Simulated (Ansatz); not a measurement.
# Sn2Ge3: a closer look at a trial structure

Aim: for this structure of Sn2Ge3, see whether it has a gap, which orbitals make up the states near it and how charge is shared.

Method: DFT PBE, scalar-relativistic, plane waves, PAW, in Ansatz 0.2.0.

## (1) The structure to begin with

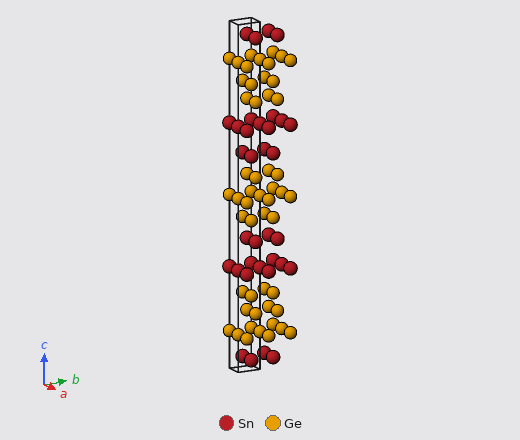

Start, viewed slightly off an axis; tin red, germanium amber. 2×2×1 cells are drawn. The cell drawn here is the conventional one.

As a file:

```cif
data_structure
_symmetry_space_group_name_H-M 'R-3m:H'
_symmetry_Int_Tables_number 166
_cell_length_a 3.3017
_cell_length_b 3.3017
_cell_length_c 36.8803
_cell_angle_alpha 90.000
_cell_angle_beta 90.000
_cell_angle_gamma 120.000
_cell_volume 348.17
loop_
_atom_site_label
_atom_site_type_symbol
_atom_site_symmetry_multiplicity
_atom_site_Wyckoff_symbol
_atom_site_fract_x
_atom_site_fract_y
_atom_site_fract_z
_atom_site_occupancy
Sn1 Sn 6 c 0.33333 0.66667 0.95988 1
Ge1 Ge 6 c 0.00000 0.00000 0.89167 1
Ge2 Ge 3 b 0.66667 0.33333 0.83333 1
```

The cell was relaxed beforehand at this level, from a generated guess; it needn't be the stable form of this composition. At a tolerance of 0.05 Å it has space group R-3m (No. 166); it has 23.21 Å³/atom, an uncorrected energy of +0.25 eV/atom over the elements.

## (2) Static run: bands, density of states and charges

input.yaml

```yaml
crystal:
  lattice:
    - [1.6508333908, 0.9531091025, 12.2934479156]
    - [-1.6508333908, 0.9531091025, 12.2934479156]
    - [0.0, -1.9062182051, 12.2934479156]
  atoms:
    - { symbol: Sn, position: [0.2932165505, 0.2932165505, 0.2932165505] }
    - { symbol: Sn, position: [0.7067834495, 0.7067834495, 0.7067834495] }
    - { symbol: Ge, position: [0.8916725855, 0.8916725855, 0.8916725855] }
    - { symbol: Ge, position: [0.5, 0.5, 0.5] }
    - { symbol: Ge, position: [0.1083274145, 0.1083274145, 0.1083274145] }
basis:
  ecutwfc: 420
kpoints:
  mp_grid: { grid: [12, 12, 12] }
  band_path:
    path:
      - [[0.0, 0.0, 0.0], [0.5, 0.5, 0.5], [0.82932608, 0.17067392, 0.5]]
      - [[0.5, -0.17067392, 0.17067392], [0.5, 0.0, 0.0], [0.0, 0.0, 0.0], [0.33533696, -0.33533696, 0.0]]
      - [[0.66466304, 0.0, 0.33533696], [0.5, 0.0, 0.5], [0.0, 0.0, 0.0]]
    npoints: 14
hamiltonian:
  xc: pbe
scf:
  occupations: { method: gaussian, width: 0.1 }
  n_extra_bands: 12
output:
  forces: true
  stress: true
  eigenvalues: true
  populations: true
  dos: { projected: true, de: 0.02, nscf_kmesh: { grid: [15, 15, 15] } }
  bader: true
```

Run with:

```sh
> ansatz run input.yaml --threads 1 --pin off --max-ram 2560MiB --backend cpu --events-out ev --progress --plain --runs-dir out
```

The program printed:

```text
Warning: RAYON_NUM_THREADS=1 ignored (pool sized by the plan → 1); use --threads N
basis.fft_grid_basis auto: the FFT boxes are laid along the combinations [[1, 0, -1], [0, 1, -1], [0, 0, 1]] of the cell's own vectors, 3.302, 3.302 and 12.440 Å long. The dense box has 24×24×90 points. Along the cell's own vectors, as sized, it would have 90×90×90, 14.06 times as many. Of the 12 symmetry operations that the crystal satisfies within crystal.symmetry.tolerance (time reversal apart; of a slab, those that keep its plane) the dense box along the cell's own vectors carries 12, and the one as laid loses 8 of those. basis.fft_grid_basis: typed keeps the cell's own vectors: state it where this run's energies or levels are differenced outside the engine with another run's, or held beside a run that keeps those vectors.
scf.n_extra_bands = 12 over 35 filled bands (N_el = 70.0): the run solves 47 bands
Engine: ansatz 0.2.0, x86_64-unknown-linux-gnu
Pseudopotentials: kind: paw
Pseudopotential: Sn, paw, valence charge 14, recommended cutoff 420 eV (normal), Sn.paw.azcp
Pseudopotential: Ge, paw, valence charge 14, recommended cutoff 420 eV (normal), Ge.paw.azcp
Functional definition: PBE
  parameter kappa = 0.804
  parameter beta = 0.06672455060314922
  exchange = pbe_x(kappa = kappa, mu = beta*pi^2/3)
  correlation = pbe_c(beta = beta)
Crystal: 5 atoms, lattice volume = 116.057 Å³
Basis set: ecut = 420 eV, 2297 PW (Γ), FFT grids on a1−a3, a2−a3, a3, exchange–correlation on 48×48×180 points (8 copies of the dense FFT grid, shifted against one another)
Bands: 47, of which v1, the nominal top of the filled ones, is band 35 counted from 1 (34 counted from 0)
Symmetry: 12 space group operations
Space group: R-3m (ITA 166), of the structure as read, at distance tolerance 4.9e-5 Å
k-points: 189 of 1728
Non-local potential: Sn, projectors of the file, l = 0: 2, l = 1: 2, l = 2: 2, l = 3: 2
Non-local potential: Ge, projectors of the file, l = 0: 2, l = 1: 2, l = 2: 3, l = 3: 1
PAW form: soft (Blöchl's): semilocal exchange-correlation on the pseudo side does not see the compensation charge
PAW one-centre angular grid: Sn, 590 points (default); XC on 64 Gauss nodes
PAW one-centre angular grid: Ge, 590 points (default); XC on 64 Gauss nodes
Initial density: superposition of atomic densities (neutral atoms: chi_scale 0, normalization atom), corrected by the library's trained network
Initial wavefunctions: pseudopotential atomic-orbital guess
Functional: x = pbe(κ = 0.804, μ = 0.2195149727645171), c = pbe(β = 0.06672455060314922)
SCF iter   1: F=—  HF=-24932.112454 eV  |F-HF|=—  |Δ(HF+E_count)|=         —  Δρ=1.48e-3  dr2=1.71e-2  ethr=1.77e-3  ⟨swp⟩=7.3  Hψ=36302  notcnv=0  defer=182
preconditioner: auto → Kerker (q_TF=auto, 2.508 Å⁻¹)  [metal: Δε(μ)=0.006 eV  Ē_g=22.360 eV  σ=0.100 eV  W_gap=0.04  n_scr=38 (ndim 8)  ℏωp=28.8 eV  f_vac=0.000  D(μ)=2.48/eV (n_scr^D=6)]
SCF iter   2: F=—  HF=-24932.109655 eV  |F-HF|=—  |Δ(HF+E_count)|=   2.80e-3  Δρ=1.01e-3  dr2=8.25e-3  ethr=2.44e-5  ⟨swp⟩=2.4  Hψ=15187  notcnv=0  defer=243
SCF iter   3: F=—  HF=-24932.109369 eV  |F-HF|=—  |Δ(HF+E_count)|=   2.86e-4  Δρ=4.92e-4  dr2=9.97e-4  ethr=1.18e-5  ⟨swp⟩=2.1  Hψ=13201  notcnv=0  defer=243
SCF iter   4: F=—  HF=-24932.109131 eV  |F-HF|=—  |Δ(HF+E_count)|=   2.38e-4  Δρ=2.72e-4  dr2=6.75e-5  ethr=1.42e-6  ⟨swp⟩=2.0  Hψ=12126  notcnv=0  defer=243
SCF iter   5: F=—  HF=-24932.109109 eV  |F-HF|=—  |Δ(HF+E_count)|=   2.24e-5  Δρ=1.31e-4  dr2=1.51e-5  ethr=9.64e-8  ⟨swp⟩=2.9  Hψ=15731  notcnv=0  defer=243
SCF iter   6: F=—  HF=-24932.109108 eV  |F-HF|=—  |Δ(HF+E_count)|=   7.35e-7  Δρ=5.24e-5  dr2=2.53e-6  ethr=2.15e-8  ⟨swp⟩=2.0  Hψ=14474  notcnv=0  defer=243
SCF iter   7: F=—  HF=-24932.109107 eV  |F-HF|=—  |Δ(HF+E_count)|=   1.42e-6  Δρ=2.00e-5  dr2=3.64e-7  ethr=3.61e-9  ⟨swp⟩=2.0  Hψ=13051  notcnv=0  defer=243
SCF iter   8: F=-24932.109106 eV  HF=-24932.109106 eV  |F-HF|=6.36e-8  |Δ(HF+E_count)|=   1.74e-7  Δρ=7.53e-6  dr2=4.81e-8  ethr=1.43e-10  ⟨swp⟩=9.3  Hψ=37974  notcnv=0
SCF 1 converged in 8 iterations: F = -24932.109106 eV  dr2 = 4.81e-8
NSCF: frozen V_eff on 101 k-points
NSCF: frozen V_eff on 344 k-points
SCF converged after 8 iterations
Free energy (F): -24932.109106 eV
Harris-Foulkes:  -24932.109106 eV  (|F-HF|=6.36e-8)
Internal energy: -24932.096601 eV  (E = F + TS)
E sigma→0 (E₀):  -24932.102854 eV
Entropy (-TS):   -0.012505 eV (-2.501 meV/atom)
Fermi energy:    10.411249 eV
--- Per-component energies (eV) ---
  E_band       = -545.456795
  E_kinetic    = 700.249987
  E_local      = -8770.216791  (includes V_loc(G=0)·N_el)
  E_nonlocal   = 1178.356701
  E_hartree    = 4176.071491
  E_xc         = -991.634559
  E_vxc        = -384.787471  (∫ρ·V_xc dr)
  E_paw        = -14316.565916  (= ΣΔE_a)
  E_vpaw       = -1621.221824  (= ΣTr[D̂ρ^β])
  E_aug_tail   = 0.001018  (compensation charges beyond the density's cutoff)
  E_ewald      = -6908.358532
  E_smearing   = -0.012505  (= −TS)
  E_closure    = 0.000000  (closes the sum)
  Σ components = -24932.109106   (vs F -24932.109106, Δ=0.00e0)
--- Forces (eV/Å), atoms counted from 1 ---
  atom   1  Sn     0.00000000    -0.00000000     0.00182041
  atom   2  Sn     0.00000000     0.00000000    -0.00182041
  atom   3  Ge     0.00000000     0.00000000    -0.00368103
  atom   4  Ge     0.00000000    -0.00000000     0.00000000
  atom   5  Ge     0.00000000    -0.00000000     0.00368103
  max |Σ_I F_I| component: 4.63e-18 eV/Å
--- Stress (GPa, compression-positive) ---
       -0.028113       0.000000      -0.000000
        0.000000      -0.028113       0.000000
        0.000000       0.000000      -0.032300
  P = ⅓ Tr σ = -0.0295 GPa (-0.295 kbar)
--- Band table (eV; the first three rows and the last of 189) ---
  k-point 0: bands = ["-14.4137", "-14.4137", "-14.3900", "-14.3900", "-14.3788", "-14.3626", "-14.3626", "-14.3483", "-14.3398", "-14.3398", "-14.3361", "-14.3331", "-14.3331", "-14.2939", "-14.2939", "-11.2199", "-11.2095", "-11.1949", "-11.1949", "-11.1925", "-11.1925", "-11.1056", "-11.1056", "-11.0794", "-11.0794", "-1.9016", "-0.6797", "-0.2498", "2.0928", "2.8657", "7.7327", "8.0491", "14.2322", "14.4003", "14.4003", "14.6786", "15.1925", "15.1925", "16.3274", "16.3274", "17.3719", "17.3719", "18.2449", "18.2449", "18.6794", "18.7189", "19.6726"]
  k-point 1: bands = ["-14.4141", "-14.4125", "-14.3904", "-14.3878", "-14.3798", "-14.3612", "-14.3602", "-14.3467", "-14.3422", "-14.3411", "-14.3373", "-14.3318", "-14.3294", "-14.2959", "-14.2935", "-11.2150", "-11.2064", "-11.1951", "-11.1909", "-11.1838", "-11.1816", "-11.1110", "-11.1076", "-11.0854", "-11.0800", "-1.7782", "-0.5597", "-0.1126", "2.2027", "2.9955", "7.7804", "8.2218", "13.1493", "13.8345", "13.9323", "14.4619", "14.8745", "14.9885", "15.5391", "16.1287", "16.5176", "17.0564", "17.3339", "17.9463", "18.5313", "19.0421", "19.8850"]
  k-point 2: bands = ["-14.4151", "-14.4097", "-14.3921", "-14.3819", "-14.3819", "-14.3585", "-14.3537", "-14.3465", "-14.3422", "-14.3420", "-14.3381", "-14.3302", "-14.3243", "-14.3007", "-14.2924", "-11.2210", "-11.2080", "-11.1847", "-11.1701", "-11.1533", "-11.1519", "-11.1246", "-11.1123", "-11.1006", "-11.0816", "-1.4091", "-0.2002", "0.2976", "2.5306", "3.3761", "7.9541", "8.6487", "11.1263", "12.1611", "13.0454", "13.1251", "14.1425", "14.3103", "14.7792", "15.3404", "15.6331", "15.6667", "16.6176", "17.6185", "17.7560", "17.8884", "19.0055"]
  k-point 188: bands = ["-14.4137", "-14.4137", "-14.3900", "-14.3900", "-14.3788", "-14.3626", "-14.3626", "-14.3483", "-14.3398", "-14.3398", "-14.3361", "-14.3331", "-14.3331", "-14.2939", "-14.2939", "-11.2199", "-11.2095", "-11.1949", "-11.1949", "-11.1925", "-11.1925", "-11.1056", "-11.1056", "-11.0794", "-11.0794", "-1.8668", "-0.9916", "0.6638", "0.8293", "4.0592", "5.8777", "10.9489", "11.0756", "14.3991", "14.3991", "15.2034", "15.2034", "16.2714", "16.2714", "17.1693", "17.5710", "17.5710", "17.9392", "18.0518", "18.0518", "18.7558", "19.5622"]
--- Löwdin populations: 5 sites ---
  site symbol       q [e]
     0     Sn     13.8976
     1     Sn     13.8976
     2     Ge     14.0338
     3     Ge     13.9599
     4     Ge     14.0338
  spilling = 0.002531 (of n_electrons = 70.000000)
--- Bader charges: 5 sites ---
  site symbol  charge [e]  shift [e]
     0     Sn      0.0747     0.0000
     1     Sn      0.0747     0.0000
     2     Ge     -0.0693     0.0000
     3     Ge     -0.0108     0.0000
     4     Ge     -0.0693     0.0000
  estimated error of the sums over rays = 3.2e-4 e
```

It took 58 s on 1 thread of AMD EPYC 9B45 (Zen 5), shared host; peak memory 1.4 GiB.

By site:

```csv
atom,Löwdin electrons,Bader charge (e),Bader volume (Å³)
Sn1,13.90,+0.07,26.2
Sn2,13.90,+0.07,26.2
Ge3,14.03,-0.07,21.6
Ge4,13.96,-0.01,20.4
Ge5,14.03,-0.07,21.6
```

The Löwdin counts miss 0.18 of the 70 electrons, which the atomic orbitals do not span, so they are no charges.

From bands.tsv, the levels nearest the Fermi level at the path's corners, in eV from the Fermi level:

```
point  band 32  band 33  band 34  band 35  band 36  band 37  band 38  band 39
    Γ    -2.36     3.82     3.99     3.99     4.27     4.78     4.78     5.92
    T     0.54     0.66     3.99     3.99     4.79     4.79     5.86     5.86
   H2    -3.38    -3.33    -2.62    -2.55    -1.59    -1.51    -0.34    -0.15
   H0    -3.38    -3.33    -2.62    -2.55    -1.59    -1.51    -0.34    -0.15
    L    -3.33    -3.23    -2.47    -2.31     0.92     1.03     2.01     2.04
    Γ    -2.36     3.82     3.99     3.99     4.27     4.78     4.78     5.92
   S0    -3.44    -3.28    -2.72    -2.16    -2.07    -1.22    -0.62     0.12
   S2    -3.44    -3.28    -2.72    -2.16    -2.07    -1.22    -0.62     0.12
    F    -4.32    -3.83    -1.59    -1.28     0.19     0.34     0.89     2.25
    Γ    -2.36     3.82     3.99     3.99     4.27     4.78     4.78     5.92
```

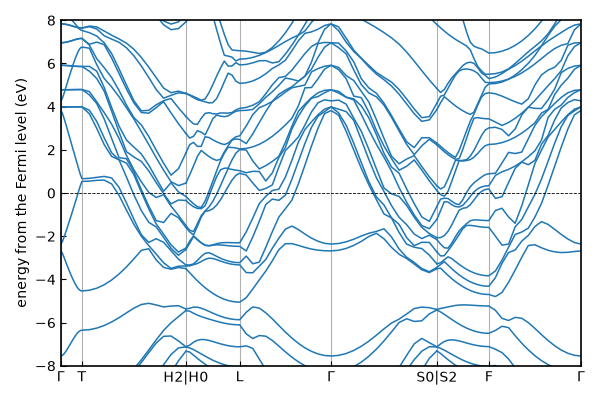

Bands along the path. Deeper bands lie below the window drawn.

States per cell in windows of 1 eV, from dos.tsv and pdos.tsv (zero at the Fermi level):

| from | to | total | Sn 5s | Sn 5p | Ge 4s | Ge 4p |
| --- | --- | --- | --- | --- | --- | --- |
| -8 | -7 | 1.80 | 0.44 | 0.26 | 0.80 | 0.29 |
| -7 | -6 | 1.77 | 0.56 | 0.25 | 0.73 | 0.22 |
| -6 | -5 | 1.76 | 0.82 | 0.13 | 0.61 | 0.19 |
| -5 | -4 | 0.59 | 0.04 | 0.14 | 0.02 | 0.38 |
| -4 | -3 | 1.94 | 0.10 | 0.65 | 0.10 | 1.07 |
| -3 | -2 | 2.68 | 0.19 | 0.85 | 0.24 | 1.38 |
| -2 | -1 | 2.38 | 0.21 | 0.73 | 0.27 | 1.13 |
| -1 | 0 | 2.41 | 0.17 | 0.80 | 0.23 | 1.13 |
| 0 | 1 | 2.84 | 0.15 | 0.92 | 0.20 | 1.46 |
| 1 | 2 | 2.98 | 0.12 | 1.06 | 0.17 | 1.49 |
| 2 | 3 | 3.04 | 0.09 | 1.10 | 0.13 | 1.52 |
| 3 | 4 | 3.19 | 0.07 | 1.14 | 0.10 | 1.65 |
| 4 | 5 | 2.81 | 0.05 | 1.03 | 0.07 | 1.42 |
| 5 | 6 | 2.81 | 0.03 | 0.83 | 0.05 | 1.36 |

A further 55 or so states lie below the table's range.

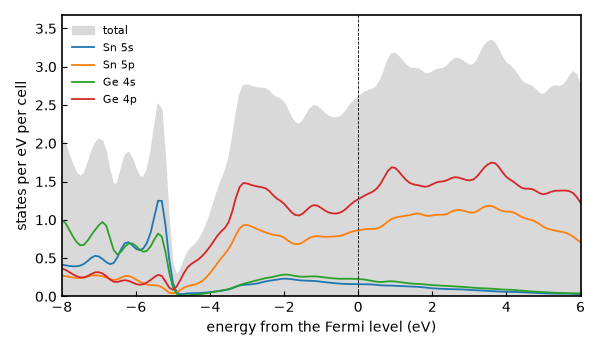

Total and projected density of states, smoothed over about 0.40 eV.

## (3) Changing settings: xc_grid 3

input.yaml

```yaml
crystal:
  lattice:
    - [1.6508333908, 0.9531091025, 12.2934479156]
    - [-1.6508333908, 0.9531091025, 12.2934479156]
    - [0.0, -1.9062182051, 12.2934479156]
  atoms:
    - { symbol: Sn, position: [0.2932165505, 0.2932165505, 0.2932165505] }
    - { symbol: Sn, position: [0.7067834495, 0.7067834495, 0.7067834495] }
    - { symbol: Ge, position: [0.8916725855, 0.8916725855, 0.8916725855] }
    - { symbol: Ge, position: [0.5, 0.5, 0.5] }
    - { symbol: Ge, position: [0.1083274145, 0.1083274145, 0.1083274145] }
basis:
  ecutwfc: 420
  xc_grid: 3
kpoints:
  mp_grid: { grid: [12, 12, 12] }
hamiltonian:
  xc: pbe
scf:
  occupations: { method: gaussian, width: 0.1 }
output:
  forces: true
  eigenvalues: true
  stress: true
```

Run with:

```sh
> ansatz run input.yaml --threads 1 --pin off --max-ram 2560MiB --backend cpu --events-out ev --progress --plain --runs-dir out
```

The program printed, shortened:

```text
Warning: RAYON_NUM_THREADS=1 ignored (pool sized by the plan → 1); use --threads N
[...]
Pseudopotentials: kind: paw
Pseudopotential: Sn, paw, valence charge 14, recommended cutoff 420 eV (normal), Sn.paw.azcp
Pseudopotential: Ge, paw, valence charge 14, recommended cutoff 420 eV (normal), Ge.paw.azcp
Functional definition: PBE
[...]
Crystal: 5 atoms, lattice volume = 116.057 Å³
Basis set: ecut = 420 eV, 2297 PW (Γ), FFT grids on a1−a3, a2−a3, a3, exchange–correlation on 72×72×270 points (27 copies of the dense FFT grid, shifted against one another)
Bands: 42, of which v1, the nominal top of the filled ones, is band 35 counted from 1 (34 counted from 0)
Symmetry: 12 space group operations
Space group: R-3m (ITA 166), of the structure as read, at distance tolerance 4.9e-5 Å
k-points: 189 of 1728
[...]
SCF iter   1: F=—  HF=-24932.112599 eV  |F-HF|=—  |Δ(HF+E_count)|=         —  Δρ=1.49e-3  dr2=1.82e-2  ethr=1.77e-3  ⟨swp⟩=6.8  Hψ=30865  notcnv=0
[...]
SCF iter   8: F=-24932.109112 eV  HF=-24932.109112 eV  |F-HF|=5.84e-8  |Δ(HF+E_count)|=   2.12e-7  Δρ=7.94e-6  dr2=4.82e-8  ethr=1.43e-10  ⟨swp⟩=7.9  Hψ=31706  notcnv=0
[...]
SCF converged after 8 iterations
Free energy (F): -24932.109112 eV
[...]
E sigma→0 (E₀):  -24932.102859 eV
Entropy (-TS):   -0.012505 eV (-2.501 meV/atom)
Fermi energy:    10.411248 eV
[...]
--- Forces (eV/Å), atoms counted from 1 ---
  atom   1  Sn    -0.00000000    -0.00000000     0.00181669
  atom   2  Sn    -0.00000000     0.00000000    -0.00181669
  atom   3  Ge    -0.00000000     0.00000000    -0.00368455
  atom   4  Ge    -0.00000000     0.00000000     0.00000000
  atom   5  Ge    -0.00000000    -0.00000000     0.00368455
[...]
--- Stress (GPa, compression-positive) ---
       -0.028114       0.000000      -0.000000
        0.000000      -0.028114       0.000000
       -0.000000       0.000000      -0.032321
  P = ⅓ Tr σ = -0.0295 GPa (-0.295 kbar)
--- Band table (eV; the first three rows and the last of 189) ---
[...]
```

Wall time 15 s (1 thread of AMD EPYC 9B45 (Zen 5), shared host); peak memory 0.91 GiB.

```csv
run,ending,energy change,pressure (GPa),gap (eV),force (eV/Å),cycles,time
step 2,converged,0,0.0,0.00,0.00,8,58 s
variant,converged,0.0 meV/atom,0.0,0.00,0.00,8,15 s
```

Changing the numerical grids hardly moves the energy: 0.0 meV/atom.

## (4) What came out

| quantity | value |
| --- | --- |
| gap | none (metal) |
| states at the Fermi level | 2.57 per eV per cell |
| Bader charges | Sn +0.07, Ge -0.07 to -0.01 e |

It comes out metallic. Of the projected weight within 0.25 eV of the Fermi level, the largest part is Ge 4p (50 %) and Sn 5p (34 %). Bader charges reach 0.1 e, so charge transfer in this metal is small.
